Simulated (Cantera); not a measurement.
A closed system holds: 1 mol C2F6, a varied amount of Si, held at 3048 K and 0.0730 bar.

Equilibrium computed with Cantera from the NASA thermochemical tables; the gas is ideal and each condensed phase is pure. Candidate condensed phases: C, Si, SiC; 23 gas species. The feed counts by its element totals alone. The tables' values for SiF3, SiF2 are old estimates; treat these amounts as uncertain. Gases not in the tables: C2F6 and larger saturated fluorocarbons. Rates play no part.

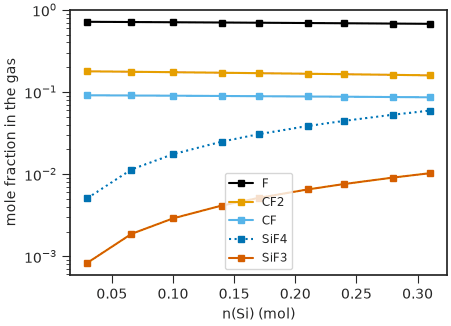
Figure: Equilibrium gas composition (values under 1e-9 drawn at 1e-9)

### Question
Read off the mole fractions at 0.31 mol Si.

### Answer
F about 0.67, CF2 about 0.16, CF about 0.086, SiF4 about 0.059, SiF3 about 0.010.
